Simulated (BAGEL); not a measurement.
**A workflow on Si5H10 (SMILES [SiH2]1[SiH2][SiH2][SiH2][SiH2]1)**

We compute a single-point energy (HF/def2-SVP), then a single-point energy (NEVPT2(2,2)/def2-SVP) of Si5H10. 

Program for the calculation: BAGEL 1.2.2.

**1. The system as given**

Si5H10 has 15 atoms, charge 0, and is taken as a singlet. SMILES: `[SiH2]1[SiH2][SiH2][SiH2][SiH2]1`. The coordinates come from a PBE0-D4/def2-TZVP relaxation. This is one conformer, not always the lowest.

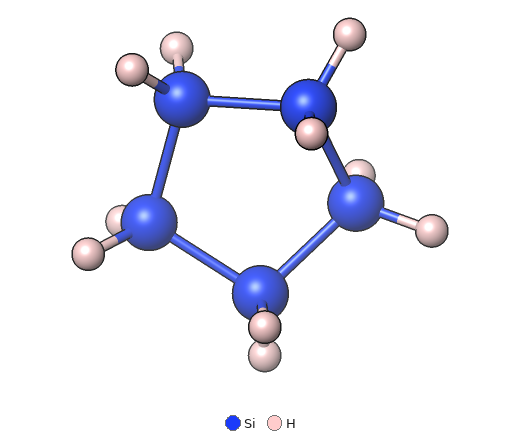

The structure, seen from a chosen angle (silicon blue, hydrogen pink).

**2. A single-point energy at HF/def2-SVP (density fitting with svp-jkfit) (run 1)**

hf.json

```json
{ "bagel": [

{
  "title": "molecule",
  "basis": "svp",
  "df_basis": "svp-jkfit",
  "angstrom": true,
  "geometry": [
    { "atom": "Si", "xyz": [   -1.084066,    1.459042,    0.707660 ] },
    { "atom": "Si", "xyz": [   -0.059096,   -0.250648,    1.935200 ] },
    { "atom": "Si", "xyz": [    1.685304,   -0.847378,    0.493250 ] },
    { "atom": "Si", "xyz": [    0.606654,   -0.977738,   -1.585910 ] },
    { "atom": "Si", "xyz": [   -1.132216,    0.611022,   -1.483210 ] },
    { "atom": "H", "xyz": [   -0.194180,    2.654660,    0.740620 ] },
    { "atom": "H", "xyz": [   -2.428566,    1.852972,    1.210560 ] },
    { "atom": "H", "xyz": [    0.385244,    0.161932,    3.294480 ] },
    { "atom": "H", "xyz": [   -1.000916,   -1.399128,    2.063570 ] },
    { "atom": "H", "xyz": [    2.395084,   -2.100518,    0.869400 ] },
    { "atom": "H", "xyz": [    2.671434,    0.270282,    0.461680 ] },
    { "atom": "H", "xyz": [    0.014444,   -2.335608,   -1.746080 ] },
    { "atom": "H", "xyz": [    1.530014,   -0.729748,   -2.727130 ] },
    { "atom": "H", "xyz": [   -0.952376,    1.690682,   -2.492650 ] },
    { "atom": "H", "xyz": [   -2.436846,   -0.059948,   -1.741430 ] }
  ]
},
{ "title": "hf" },
{ "title": "print", "file": "orbitals.molden", "orbitals": true }

]}
```

Started as:

```sh
BAGEL_NUM_THREADS=1 BAGEL hf.json > hf.out
```

Log:

```text
* using 1 threads per process

  ===============================================================
  ===============================================================

  *** Geometry ***

  { "atom" : "Si", "xyz" : [     -2.048588,      2.757190,      1.337284 ] },
  { "atom" : "Si", "xyz" : [     -0.111675,     -0.473656,      3.656998 ] },
  { "atom" : "Si", "xyz" : [      3.184763,     -1.601312,      0.932107 ] },
  { "atom" : "Si", "xyz" : [      1.146410,     -1.847657,     -2.996936 ] },
  { "atom" : "Si", "xyz" : [     -2.139578,      1.154664,     -2.802861 ] },
  { "atom" : "H", "xyz" : [     -0.366947,      5.016580,      1.399569 ] },
  { "atom" : "H", "xyz" : [     -4.589325,      3.501610,      2.287627 ] },
  { "atom" : "H", "xyz" : [      0.728006,      0.306007,      6.225665 ] },
  { "atom" : "H", "xyz" : [     -1.891457,     -2.643969,      3.899582 ] },
  { "atom" : "H", "xyz" : [      4.526053,     -3.969404,      1.642928 ] },
  { "atom" : "H", "xyz" : [      5.048279,      0.510759,      0.872449 ] },
  { "atom" : "H", "xyz" : [      0.027295,     -4.413659,     -3.299613 ] },
  { "atom" : "H", "xyz" : [      2.891307,     -1.379024,     -5.153529 ] },
  { "atom" : "H", "xyz" : [     -1.799730,      3.194926,     -4.710426 ] },
  { "atom" : "H", "xyz" : [     -4.604972,     -0.113285,     -3.290826 ] },

  Number of auxiliary basis functions:      820

  Since a DF basis is specified, we compute 2- and 3-index integrals:
    o Being stored without compression. Storage requirement is 0.129 GB

  Number of basis functions:      140
  Number of electrons      :       80

    * METHOD: MOLECULE                             0.94

  *** RHF ***

  === Nuclear Repulsion ===
   495.9012881470

      * DIIS with orbital gradients will be used.

  === RHF iteration (svp) ===
      0      -1449.92097856          0.00624487           0.49
      1      -1450.01272330          0.00211740           0.49
      2      -1450.02229849          0.00082547           0.49
      3      -1450.02360974          0.00008171           0.49
      4      -1450.02363469          0.00001507           0.49
      5      -1450.02363566          0.00000246           0.49
      6      -1450.02363569          0.00000041           0.49
      7      -1450.02363569          0.00000008           0.49
      8      -1450.02363569          0.00000001           0.49
      9      -1450.02363569          0.00000000           0.49
    * SCF iteration converged.

    * Permanent dipole moment:
           (   -0.012104,     0.002667,    -0.043844) a.u.

    * METHOD: HF                                   5.66

    * METHOD: PRINT                                0.05

  ===============================================================
```

Wall time 6.9 s (1 thread of Arm Neoverse V1, shared host); peak memory 0.41 GiB.

**3. A single-point energy at NEVPT2(2,2)/def2-SVP (density fitting with svp-jkfit) (run 2)**

nevpt2.json

```json
{ "bagel" : [

{
  "title" : "molecule",
  "basis" : "svp",
  "df_basis" : "svp-jkfit",
  "angstrom" : true,
  "geometry" : [
    { "atom" : "Si", "xyz" : [   -1.084066,    1.459042,    0.707660 ] },
    { "atom" : "Si", "xyz" : [   -0.059096,   -0.250648,    1.935200 ] },
    { "atom" : "Si", "xyz" : [    1.685304,   -0.847378,    0.493250 ] },
    { "atom" : "Si", "xyz" : [    0.606654,   -0.977738,   -1.585910 ] },
    { "atom" : "Si", "xyz" : [   -1.132216,    0.611022,   -1.483210 ] },
    { "atom" : "H", "xyz" : [   -0.194180,    2.654660,    0.740620 ] },
    { "atom" : "H", "xyz" : [   -2.428566,    1.852972,    1.210560 ] },
    { "atom" : "H", "xyz" : [    0.385244,    0.161932,    3.294480 ] },
    { "atom" : "H", "xyz" : [   -1.000916,   -1.399128,    2.063570 ] },
    { "atom" : "H", "xyz" : [    2.395084,   -2.100518,    0.869400 ] },
    { "atom" : "H", "xyz" : [    2.671434,    0.270282,    0.461680 ] },
    { "atom" : "H", "xyz" : [    0.014444,   -2.335608,   -1.746080 ] },
    { "atom" : "H", "xyz" : [    1.530014,   -0.729748,   -2.727130 ] },
    { "atom" : "H", "xyz" : [   -0.952376,    1.690682,   -2.492650 ] },
    { "atom" : "H", "xyz" : [   -2.436846,   -0.059948,   -1.741430 ] }
  ]
},
{
  "title" : "hf",
  "charge" : 0
},
{
  "title" : "casscf",
  "nstate" : 1,
  "nact" : 2,
  "nclosed" : 39,
  "charge" : 0,
  "active" : [34, 46],
  "maxiter" : 200,
  "natocc" : true
},
{
  "title" : "nevpt2",
  "nstate" : 1,
  "nact" : 2,
  "nclosed" : 39,
  "charge" : 0,
  "active" : [34, 46],
  "maxiter" : 200,
  "natocc" : true,
  "ncore" : 25
},
{
  "title" : "print",
  "file" : "orbitals.molden",
  "orbitals" : true
}

]}
```

Started as:

```sh
BAGEL_NUM_THREADS=1 BAGEL nevpt2.json > nevpt2.out
```

Log:

```text
* using 1 threads per process

  ===============================================================
  ===============================================================

  *** Geometry ***

  { "atom" : "Si", "xyz" : [     -2.048588,      2.757190,      1.337284 ] },
  { "atom" : "Si", "xyz" : [     -0.111675,     -0.473656,      3.656998 ] },
  { "atom" : "Si", "xyz" : [      3.184763,     -1.601312,      0.932107 ] },
[... 11 lines of this table left out ...]
  { "atom" : "H", "xyz" : [     -4.604972,     -0.113285,     -3.290826 ] },

  Number of auxiliary basis functions:      820

  Since a DF basis is specified, we compute 2- and 3-index integrals:
    o Being stored without compression. Storage requirement is 0.129 GB

  Number of basis functions:      140
  Number of electrons      :       80

    * METHOD: MOLECULE                             0.93

  *** RHF ***

[... 11 lines left out ...]
    * SCF iteration converged.
[... 1 line left out ...]
    * Permanent dipole moment:
[... 27 lines left out ...]
    * Second-order optimization converged. *

     guess   0:   closed 1.                   open ..

  === FCI iteration ===

      0  0     -1450.02346952     6.85e-02      0.00
      1  0     -1450.03712259     1.51e-03      0.00
      2  0 *   -1450.03713392     1.67e-15      0.00

     * ci vector, state   0, <S^2> = 0.0000
       2.     0.9950642519
       .2    -0.0992327295

    * METHOD: CASSCF                              27.62

    * freezing 25 orbitals

  === DF-NEVPT2 calculation ===

    * 3-index integral transformation done
    * assembly done

      NEVPT2 correlation energy:   -0.4798524131      0.66

          (+0)     -0.4445356604
          (+0)'    -0.0043041543
          (+1)     -0.0043076419
          (+1)'    -0.0000000000
          (+2)     -0.0001720575
          (-1)     -0.0168397225
          (-1)'     0.0000000000
          (-2)     -0.0096931765

      NEVPT2 total energy:       -1450.5169863307

    * METHOD: NEVPT2                               1.38

    * METHOD: PRINT                                0.05

  ===============================================================
```

Wall time 36 s (1 thread of Arm Neoverse V1, shared host); peak memory 0.41 GiB.

**4. Outcome**

```
                                 quantity           value
         run 1, HF/def2-SVP: total energy  -1450.02364 Eh
        run 1, HF/def2-SVP: dipole moment          0.12 D
          run 1, HF/def2-SVP: HOMO energy       -10.03 eV
          run 1, HF/def2-SVP: LUMO energy         2.17 eV
        run 1, HF/def2-SVP: HOMO–LUMO gap        12.20 eV
run 2, NEVPT2(2,2)/def2-SVP: total energy  -1450.51699 Eh
```
